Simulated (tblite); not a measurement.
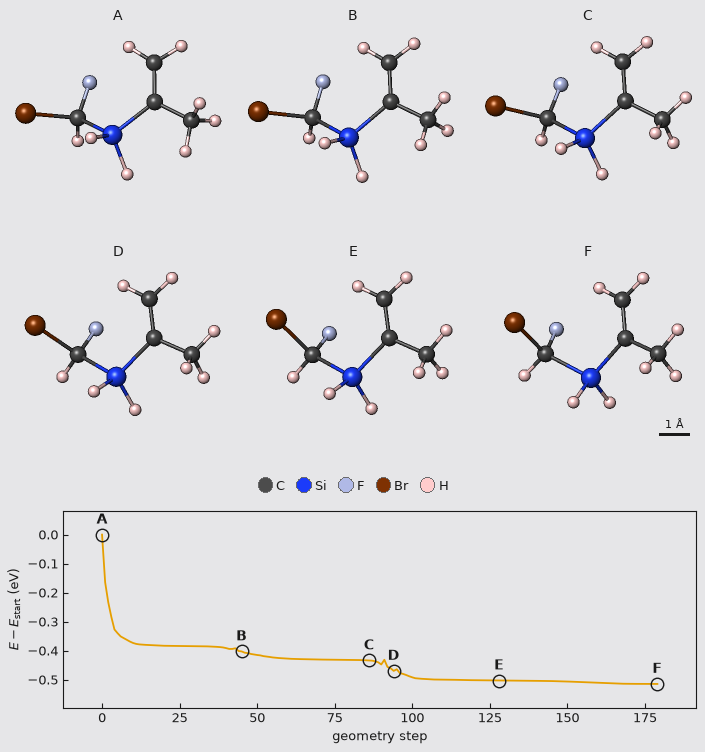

Frames of a relaxation of C₄H₈BrFSi, marked on the history of the run. A ball-and-stick model, seen at a tilt.

These are results of GFN2-xTB geometry optimisation, gas phase in tblite, not measurements. 

Question: Describe the path.

Answer: The largest move after the best rigid fit is that of the Br atom, 1.24 Å. Largest moves by element: Br 1.24 Å, H 1.19 Å, F 0.57 Å, Si 0.52 Å, C 0.34 Å. Near-neighbour distances that change, for instance: C–Si 1.843 → 1.930 Å, C–Si 1.827 → 1.882 Å, C–H 1.123 → 1.088 Å, Br–C 1.929 → 1.965 Å. Bond angles that change, for instance: C–Si–H 105.7° → 112.3°, Si–C–H 107.7° → 113.8°, C–Si–H 110.0° → 104.2°. Groups turn about C–Si by about 60°, C–C by about 50°, C–Si by about 35°. Over 179 geometry steps the energy falls by 0.514 eV. The run took 2.3 s on 1 thread of Arm Neoverse N1, on a shared host. From step 0 to 45: an H atom moves most (0.48 Å), energy −0.402 eV. From step 45 to 86: an H atom moves most (0.52 Å), energy −0.031 eV. From step 86 to 94: the Br atom moves most (0.67 Å), energy −0.036 eV. From step 94 to 128: the Br atom moves most (0.30 Å), energy −0.033 eV. From step 128 to 179: H atoms move most (0.47 Å), energy −0.012 eV.

```
step  E − E(0), eV
   0        0.0000
   1       -0.1642
   2       -0.2330
   3       -0.2836
   4       -0.3268
   5       -0.3395
   6       -0.3507
   7       -0.3567
   8       -0.3629
   9       -0.3685
  10       -0.3733
  19       -0.3825
  28       -0.3839
  37       -0.3867
  46       -0.4069
  54       -0.4214
  63       -0.4287
  72       -0.4306
  81       -0.4317
  90       -0.4474
  99       -0.4880
 108       -0.4993
 117       -0.5011
 126       -0.5024
 135       -0.5033
 143       -0.5042
 152       -0.5070
 161       -0.5110
 170       -0.5140
 179       -0.5145
```
